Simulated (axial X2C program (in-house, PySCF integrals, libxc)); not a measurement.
# TaC⁻: bond curves with and without spin–orbit coupling, part 2 of 2

Computed with an in-house X2C program for linear molecules on PySCF integrals; all-electron X2C, Ta dyall-acv3z, C dyall-av3z. The steps go on from the part before.

## Step 9: PBE0, 2c

State followed: Ω = 0 (closed shell). The scan is laid around 1.737 Å, a first estimate of the minimum, and this SCF restarts from the orbitals of the search.

Output at 1.737 Å:

```text
two-component X2C + atomic mean field  PBE0
basis functions 252  fitting functions 1256  grid points 5074
iter        total energy     max residual
   1     -15641.517629028     1.02e-06
   2     -15641.517629028     1.16e-06
converged
one-electron -21732.22782487  Coulomb 6296.57422764  exact exchange -80.14407772  xc functional -245.80806442  nuclear repulsion 133.43674058  atomic mean-field constant -13.34863023
```

Along the bond, energies from the lowest point:

| R (Å) | E (eV) | μ (D) | HOMO (eV) | LUMO (eV) | iterations |
| --- | --- | --- | --- | --- | --- |
| 1.511 | 1.6020 | -1.71 | -0.04 | 1.93 | 15 |
| 1.581 | 0.6823 | -2.61 | -0.19 | 1.93 | 15 |
| 1.633 | 0.2762 | -3.22 | -0.28 | 1.93 | 15 |
| 1.685 | 0.0615 | -3.77 | -0.36 | 1.93 | 15 |
| 1.737 | 0.0000 | -4.26 | -0.40 | 1.92 | 2 |
| 1.798 | 0.0801 | -4.77 | -0.38 | 1.92 | 16 |
| 1.859 | 0.2841 | -5.22 | -0.33 | 1.92 | 15 |
| 1.937 | 0.6749 | -5.70 | -0.25 | 1.91 | 16 |
| 2.032 | 1.2721 | -6.14 | -0.16 | 1.90 | 21 |
| 2.171 | 2.2301 | -6.48 | -0.07 | 1.88 | 22 |

Dipoles are positive if C is the positive end and refer to the centre of mass.

Outer spinors at the reference distance:

```
  ω  occupied  ε (eV)             atomic character     λ mixture
3/2       yes  -33.93             94% Ta p, 3% C f        100% π
1/2       yes  -33.61     92% Ta p, 3% C p, 2% C d  70% σ, 30% π
5/2       yes  -24.54                    100% Ta f  90% φ, 10% δ
3/2       yes  -24.13                    100% Ta f  76% δ, 24% π
1/2       yes  -23.94                    100% Ta f  58% π, 42% σ
7/2       yes  -22.70                    100% Ta f        100% φ
5/2       yes  -22.35                    100% Ta f  90% δ, 10% φ
3/2       yes  -22.13                    100% Ta f  76% π, 24% δ
1/2       yes  -22.04                    100% Ta f  58% σ, 42% π
1/2       yes   -8.25  55% C s, 20% Ta d, 11% Ta s        100% σ
1/2       yes   -1.25   50% Ta d, 41% C p, 2% Ta p   93% π, 7% σ
3/2       yes   -1.08   51% Ta d, 43% C p, 2% Ta p   99% π, 1% δ
1/2       yes   -0.68  46% Ta s, 26% Ta d, 13% C p   95% σ, 5% π
1/2       yes   -0.40  47% C p, 21% Ta d, 19% Ta p   98% σ, 2% π
1/2        no    1.92            95% Ta p, 3% Ta s        100% σ
1/2        no    1.95                     98% Ta p        100% π
3/2        no    1.96                     98% Ta p        100% π
3/2        no    2.48     90% Ta d, 4% C d, 3% C f   97% δ, 3% π
```

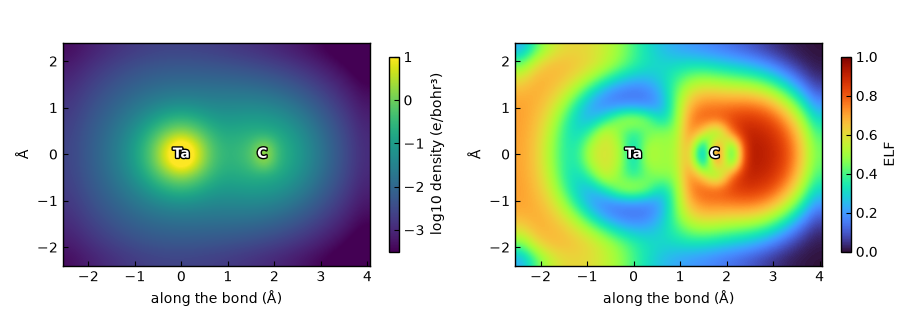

PBE0 fields in a plane through the axis, from a grid of 0.3 Å; Ta lies at z = 0 and C at z = 1.737 Å; the ELF is damped to zero where the density is low.

Re = 1.735 Å, ωe = 1043 cm⁻¹, ωexe = 3.61 cm⁻¹, Be = 0.4975 cm⁻¹, De = 5.59 eV, μ = -4.24 D.

## Step 10: HF, 2c

Output at 1.737 Å:

```text
two-component X2C + atomic mean field  HF
basis functions 252  fitting functions 1256  grid points 5074
iter        total energy     max residual
   1     -15636.141797779     5.85e-01
   2     -15636.186833538     2.37e-02
   3     -15636.187883059     2.70e-02
   4     -15636.190620558     1.39e-03
   5     -15636.190817586     1.04e-03
   6     -15636.190875354     9.49e-04
   7     -15636.190916700     2.93e-04
   8     -15636.190929479     2.19e-04
   9     -15636.190935650     1.60e-04
  10     -15636.190938595     1.10e-04
  11     -15636.190941018     4.30e-05
  12     -15636.190941491     2.23e-05
  13     -15636.190941582     1.28e-05
  14     -15636.190941605     1.01e-05
  15     -15636.190941614     2.42e-06
  16     -15636.190941615     5.99e-07
converged
one-electron -21732.46104050  Coulomb 6296.95699780  exact exchange -320.77500926  xc functional 0.00000000  nuclear repulsion 133.43674058  atomic mean-field constant -13.34863023
```

No constants are quoted: the dipole of the solution doesn't run smoothly along the scan, a sign that its character may change, so the fit is set aside.

## Step 11: PBE, 2c

The SCF at the reference distance of 1.737 Å:

```text
two-component X2C + atomic mean field  PBE
basis functions 252  fitting functions 1256  grid points 5074
iter        total energy     max residual
   1     -15641.791476116     1.95e-01
   2     -15641.795227341     1.88e-02
   3     -15641.778868279     3.64e-02
   4     -15641.778752122     3.72e-02
   5     -15641.796949058     6.80e-03
   6     -15641.797599118     1.01e-03
   7     -15641.797652273     2.38e-04
   8     -15641.797653456     2.79e-05
   9     -15641.797653481     2.09e-05
  10     -15641.797653488     1.32e-06
  11     -15641.797653488     2.64e-07
converged
one-electron -21730.70512543  Coulomb 6294.99467700  exact exchange 0.00000000  xc functional -326.17531541  nuclear repulsion 133.43674058  atomic mean-field constant -13.34863023
```

Re = 1.761 Å, ωe = 987 cm⁻¹, ωexe = 3.86 cm⁻¹, Be = 0.4833 cm⁻¹, De = 6.31 eV, μ = -4.33 D.

## Step 12: Correlated methods, 2c

Correlated methods: 10 electrons correlated (frozen shells, counted by type: Ta 5 s, 4 p, 2 d, 1 f; C 1 s), 336 virtual spinors in MP2, 90 natural virtuals in coupled cluster.

Output of the correlated part at 1.737 Å:

```text
correlated 10  virtual 336  natural virtual 90  E(MP2) -0.365401369  MP2 remainder -0.020907009
iter   CCSD correlation   residual
   1     -0.290308908   3.22e-01
   2     -0.315599691   1.61e-01
   3     -0.319669628   4.92e-02
   4     -0.320255398   2.24e-02
   5     -0.320740181   9.77e-03
   6     -0.320703004   3.73e-03
   7     -0.320693410   1.84e-03
   8     -0.320728032   9.09e-04
   9     -0.320728628   5.85e-04
  10     -0.320731968   4.00e-04
  11     -0.320729904   2.08e-04
  12     -0.320727498   8.41e-05
  13     -0.320728539   4.61e-05
  14     -0.320728258   2.83e-05
  15     -0.320728187   1.61e-05
  16     -0.320728424   8.39e-06
  17     -0.320728259   4.11e-06
  18     -0.320728329   2.24e-06
  19     -0.320728282   1.36e-06
  20     -0.320728292   8.87e-07
(T) -0.027115656  T1 0.0542  D1 0.0788  max T2 0.134
```

MP2: No constants are quoted: the dipole of the HF reference doesn't run smoothly along the scan, a sign that its character may change, so the fit is set aside.

CCSD: No constants are quoted: the dipole of the HF reference doesn't run smoothly along the scan, a sign that its character may change, so the fit is set aside.

CCSD(T): No constants are quoted: the dipole of the HF reference doesn't run smoothly along the scan, a sign that its character may change, so the fit is set aside.

## Step 13: A higher determinant, 2c

State: Ω = 1 (excess of +ω over −ω: ω = -1/2, ω = 3/2).

Output at the reference distance:

```text
two-component X2C + atomic mean field  PBE0
basis functions 252  fitting functions 1256  grid points 5074
iter        total energy     max residual
   1     -15641.499619819     1.45e-05
   2     -15641.499619843     1.53e-05
   3     -15641.499619851     1.49e-05
   4     -15641.499619859     8.18e-06
   5     -15641.499619865     7.51e-06
   6     -15641.499619870     3.66e-06
   7     -15641.499619871     1.14e-06
converged
one-electron -21733.60808744  Coulomb 6298.01960275  exact exchange -80.16218337  xc functional -245.83706216  nuclear repulsion 133.43674058  atomic mean-field constant -13.34863023
```

| R (Å) | E above the lowest PBE0 point (eV) |
| --- | --- |
| 1.511 | 2.442 |
| 1.581 | 1.512 |
| 1.633 | n/a |
| 1.685 | n/a |
| 1.737 | 0.490 |
| 1.798 | 0.419 |
| 1.859 | 0.484 |
| 1.937 | 0.716 |
| 2.032 | 1.148 |

No constants are quoted: the dipole of the solution doesn't run smoothly along the scan, a sign that its character may change, so the fit is set aside.

## Step 14: The 2c curves together

Energy (eV) of the followed determinant, 2c, from each level's lowest point:

| R (Å) | PBE0 | HF (dipole not smooth) | MP2 (HF's dipole not smooth) | CCSD (HF's dipole not smooth) | CCSD(T) (HF's dipole not smooth) | PBE |
| --- | --- | --- | --- | --- | --- | --- |
| 1.511 | 1.602 | 1.235 | 2.381 | n/a | n/a | 1.858 |
| 1.581 | 0.682 | 0.442 | 1.242 | 0.846 | 0.997 | 0.856 |
| 1.633 | 0.276 | 0.127 | 0.671 | 0.381 | 0.490 | 0.391 |
| 1.685 | 0.061 | 0.000 | 0.296 | 0.112 | 0.178 | 0.118 |
| 1.737 | 0.000 | 0.023 | 0.081 | 0.000 | 0.024 | 0.000 |
| 1.798 | 0.080 | 0.196 | 0.000 | 0.027 | 0.000 | 0.015 |
| 1.859 | 0.284 | 0.484 | 0.090 | 0.185 | 0.106 | 0.155 |
| 1.937 | 0.675 | n/a | n/a | n/a | n/a | 0.466 |
| 2.032 | 1.272 | n/a | n/a | n/a | n/a | 0.970 |
| 2.171 | 2.230 | 1.565 | 4.034 | n/a | n/a | 1.812 |

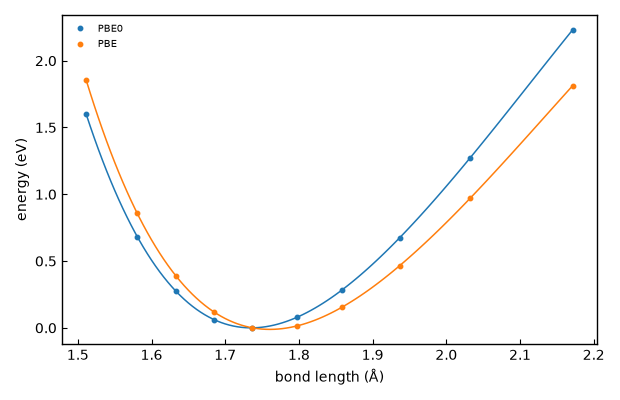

Curves of the followed state, 2c, each from its own lowest point. Left out: HF, MP2, CCSD, CCSD(T).

Time for the job: 6 min (1 thread of Arm Neoverse V2, shared host); peak memory 0.75 GiB.

## Step 15: Constants

This closing draws on all 2 parts.

Lowest determinant that the search found at its distance, spin-free: M_S = 0, Λ = 0 (closed shell).

Lowest determinant that the search found at its distance, 2c: Ω = 0 (closed shell).

```json
{"Hamiltonian": "spin-free", "level": "PBE0", "Re (Å)": "1.736", "ωe (cm⁻¹)": "1050", "De (eV)": "5.83", "μ (D)": "-4.29"}
{"Hamiltonian": "spin-free", "level": "HF", "Re (Å)": "1.703", "ωe (cm⁻¹)": "1113", "De (eV)": "1.55", "μ (D)": "-3.71"}
{"Hamiltonian": "spin-free", "level": "CCSD", "Re (Å)": "1.757", "ωe (cm⁻¹)": "1021", "De (eV)": "5.45", "μ (D)": "n/a"}
{"Hamiltonian": "spin-free", "level": "CCSD(T)", "Re (Å)": "1.777", "ωe (cm⁻¹)": "973", "De (eV)": "5.96", "μ (D)": "n/a"}
{"Hamiltonian": "spin-free", "level": "PBE", "Re (Å)": "1.760", "ωe (cm⁻¹)": "998", "De (eV)": "6.52", "μ (D)": "-4.38"}
{"Hamiltonian": "2c", "level": "PBE0", "Re (Å)": "1.735", "ωe (cm⁻¹)": "1043", "De (eV)": "5.59", "μ (D)": "-4.24"}
{"Hamiltonian": "2c", "level": "PBE", "Re (Å)": "1.761", "ωe (cm⁻¹)": "987", "De (eV)": "6.31", "μ (D)": "-4.33"}
```

Dipoles are positive if C is the positive end and refer to the centre of mass. No constants: spin-free MP2 (the points don't follow one smooth fit); 2c HF (the dipole of the solution doesn't run smoothly along the scan, a sign that its character may change, so the fit is set aside); 2c MP2 (the dipole of the HF reference doesn't run smoothly along the scan, a sign that its character may change, so the fit is set aside); 2c CCSD (the dipole of the HF reference doesn't run smoothly along the scan, a sign that its character may change, so the fit is set aside); 2c CCSD(T) (the dipole of the HF reference doesn't run smoothly along the scan, a sign that its character may change, so the fit is set aside).

Time per point (s) on 1 thread of Arm Neoverse V2, shared host (2c runs); the times are rough: PBE0 1.1, PBE 0.56.

At PBE0, going from spin-free to two-component changes Re by -1 mÅ, ωe by -0.7 %, which is small (part of it comes from the scalar share of the two-electron terms). It costs about 1.6 times the time. De moves by -0.23 eV; both De rest on single-determinant atoms, which can miss part of an open shell's spin–orbit lowering. The highest occupied level is positive near Re at PBE spin-free, PBE 2c: there the basis may hold the extra electron.

De refers to Ta + C-, each in the lowest determinant found, which need not be this curve's own limit. The state is a single determinant with fixed occupations, the lowest that a limited PBE0 search found. The closed shell is kept restricted; where the fragments are open shells, the energy then runs too high at long range. Dissociation energies refer to the lowest single-determinant-based atoms at the same level and basis. CCSD and (T) use frozen natural virtuals with an MP2 correction for the truncation. With the outer-core shells frozen, correlated bond lengths of heavy atoms tend to come out a few hundredths of an ångström too long. T1 at Re is 0.040 (Lee–Taylor), above the customary mark of 0.02.
